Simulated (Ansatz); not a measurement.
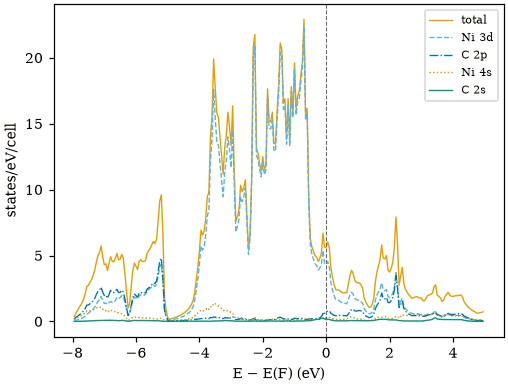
Total and projected density of states of Ni$_{3}$C in space group R-3c (No. 167; Ni on 18e, C on 6b), plane-wave PAW PBEsol (Ansatz code)

Question: Which orbitals carry the states next to the Fermi level?

Answer: Within 0.5 eV of the Fermi level: Ni 3d 80 %, C 2p 10 %. Projections are on Löwdin-orthogonalised atomic valence shells; empty p or d shells of many metals are not among them.

Question: Where is the tallest occupied peak in this window, and what makes it?

Answer: Near -0.7 eV, about 23 states/eV per cell; the largest projected share is Ni 3d.

The workflow started from a Materials Project entry (that database holds measured and hypothetical structures alike); the Crystallography Open Database files this formula in space group No. 167, but the cells were not matched. Its standing as an ambient phase is unchecked. The cell was relaxed with PBEsol under the symmetry of its start; whether a distortion lowers the energy is not shown. No spin polarisation was allowed.

Potentials: the later of the program's two PAW sets.
